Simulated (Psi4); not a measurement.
# BH5O (B(H2O)H3): CEPA(1)/3-21G

Aim: the energy change on altering one bond length of BH5O (B(H2O)H3) at CEPA(1)/3-21G, from 2 runs. 

Program for the calculation: Psi4 1.11.

6 further runs of the same task are left out: 1 that didn't finish, 5 set aside as unsound or not needed.

## (1) The structure to begin with

BH5O has 7 atoms, charge 0, and is taken as a singlet. As SMILES, `[H]B([H])([H])<-O`. The shape is that of a GFN2-xTB optimisation.

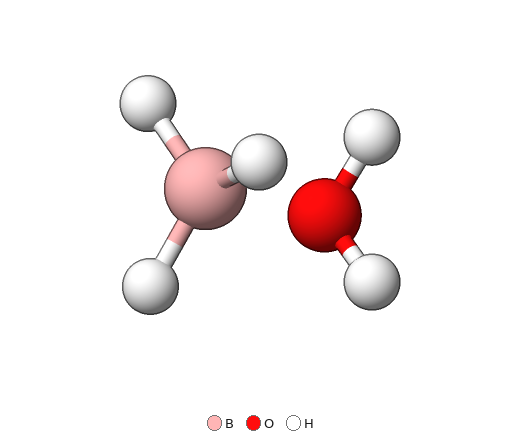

Viewed from a chosen angle; boron pink, oxygen red, hydrogen white.

## (2) A single-point energy at CEPA(1)/3-21G

Contents of job.in:

```
memory 1600 MB

molecule mol {
  0 1
  B      0.067800    -0.111690    -0.668890
  O      0.100820    -0.146640     1.030730
  H     -0.836060    -0.142600     1.252490
  H      0.486320     0.708910     1.244780
  H      1.210120    -0.068530    -0.970290
  H     -0.544260     0.876330    -0.930190
  H     -0.484730    -1.115770    -0.958620
}

set globals {
  basis    3-21G
  scf_type pk
}

e = energy("cepa(1)")
```

On the command line:

```bash
$ psi4 -i job.in -o job.out -n 1
```

job.out:

```text
[...]
  Running in c1 symmetry.
[...]
  Nuclear repulsion =   38.322877331886730
[...]
  Multiplicity = 1
[...]
  Nalpha       = 9
  Nbeta        = 9
[...]
    Number of basis functions: 28
[...]
   @RHF iter   1:  -101.81020129890217   -7.01026e-01   9.46409e-03 ADIIS/DIIS
[...]
   @RHF iter  10:  -101.85749499482432   -2.41585e-12   7.40646e-09 DIIS
[...]
    Orbital Energies [Eh]
    ---------------------
    Doubly Occupied:
       1A    -20.571939     2A     -7.508367     3A     -1.461642
       4A     -0.817559     5A     -0.746015     6A     -0.653107
       7A     -0.563583     8A     -0.435706     9A     -0.430215
[...]
  @RHF Final Energy:  -101.85749499482432
   => Energetics <=
    Nuclear Repulsion Energy =             38.3228773318867297
    One-Electron Energy =                -213.9844778578844000
    Two-Electron Energy =                  73.8041055311733487
    Total Energy =                       -101.8574949948243216
[...]
 Multipole Moments:
 ------------------------------------------------------------------------------------
     Multipole            Electronic (a.u.)      Nuclear  (a.u.)        Total (a.u.)
 ------------------------------------------------------------------------------------
 L = 1.  Multiply by 2.5417464519 to convert [e a0] to [Debye]
 Dipole X            :          0.0358995           -0.4776434           -0.4417439
 Dipole Y            :         -0.0348192            0.7347283            0.6999092
 Dipole Z            :          2.3476794           -0.7181296            1.6295498
 Magnitude           :                                                    1.8276879
[...]
      * SCS-MP2 total energy:                 -102.055650224610
[...]
      * MP2 total energy:                     -102.050726614073
[...]
```

Wall time 2.1 s (1 thread of AMD EPYC 7B13 (Zen 3), shared host); peak memory 0.19 GiB.

## (3) The distorted shape at the same level

Contents of job.inp:

```
memory 1600 mb

molecule geom {
  0 1
  B
  O 1 r2
  H 2 r3 1 a3
  H 2 r4 3 a4 1 d4
  H 1 r5 2 a5 4 d5
  H 1 r6 5 a6 2 d6
  H 1 r7 5 a7 6 d7

  r2 = 1.7003
  r3 = 1.1553
  a3 = 102.19609
  r4 = 0.962493
  a4 = 109.56006
  d4 = 107.86434
  r5 = 1.182201
  a5 = 103.69962
  d5 = 64.22196
  r6 = 1.191251
  a6 = 114.22122
  d6 = 112.80721
  r7 = 1.182121
  a7 = 114.84478
  d7 = 134.7818
}

set {
  reference rhf
  scf_type pk
}

energy_value, wavefunction = energy('cepa(1)/3-21G', return_wfn=True)
```

On the command line:

```bash
$ psi4 -i job.inp -o job.out -n 1
```

job.out:

```text
[...]
  Running in c1 symmetry.
[...]
  Nuclear repulsion =   37.468450037940237
[...]
  Multiplicity = 1
[...]
  Nalpha       = 9
  Nbeta        = 9
[...]
    Number of basis functions: 28
[...]
   @RHF iter   1:  -101.78259171473587   -8.46418e-01   9.43258e-03 ADIIS/DIIS
[...]
   @RHF iter  11:  -101.83497213883055   -3.12639e-13   5.20912e-09 DIIS
[...]
    Orbital Energies [Eh]
    ---------------------
    Doubly Occupied:
       1A    -20.578251     2A     -7.505627     3A     -1.422144
       4A     -0.770776     5A     -0.726032     6A     -0.636708
       7A     -0.556857     8A     -0.432119     9A     -0.426557
[...]
  @RHF Final Energy:  -101.83497213883055
   => Energetics <=
    Nuclear Repulsion Energy =             37.4684500379402365
    One-Electron Energy =                -212.4967018855022332
    Two-Electron Energy =                  73.1932797087314384
    Total Energy =                       -101.8349721388305511
[...]
 Multipole Moments:
 ------------------------------------------------------------------------------------
     Multipole            Electronic (a.u.)      Nuclear  (a.u.)        Total (a.u.)
 ------------------------------------------------------------------------------------
 L = 1.  Multiply by 2.5417464519 to convert [e a0] to [Debye]
 Dipole X            :         -0.0044660           -0.7155453           -0.7200113
 Dipole Y            :          0.0335238           -0.6241600           -0.5906362
 Dipole Z            :          2.3460897           -0.7088739            1.6372158
 Magnitude           :                                                    1.8835453
[...]
      * SCS-MP2 total energy:                 -102.040785136808
[...]
      * MP2 total energy:                     -102.035747274165
[...]
```

Run time: 2.2 s. Hardware: 1 thread of AMD EPYC 7B13 (Zen 3), shared host; peak memory 0.18 GiB.

## (4) Summary of results

At CEPA(1)/3-21G:

| quantity | value |
| --- | --- |
| first shape: total energy | -102.07232 Eh |
| first shape: HOMO energy (Hartree–Fock orbitals) | -11.71 eV |
| first shape: LUMO energy (Hartree–Fock orbitals) | 4.96 eV |
| first shape: HOMO–LUMO gap (Hartree–Fock orbitals) | 16.67 eV |
| first shape: correlation energy | -214.8 mEh |
| distorted shape: total energy | -102.05801 Eh |
| distorted shape: HOMO energy (Hartree–Fock orbitals) | -11.61 eV |
| distorted shape: LUMO energy (Hartree–Fock orbitals) | 3.76 eV |
| distorted shape: HOMO–LUMO gap (Hartree–Fock orbitals) | 15.37 eV |
| distorted shape: correlation energy | -223.0 mEh |
| energy change with the O2–H3 bond stretched from 0.963 to 1.155 Å | 0.389 eV |

What this shows: With the O2–H3 bond stretched from 0.963 to 1.155 Å the energy rises by 0.39 eV (37.6 kJ/mol). The first shape isn't relaxed at this level, so the change isn't measured from a minimum.
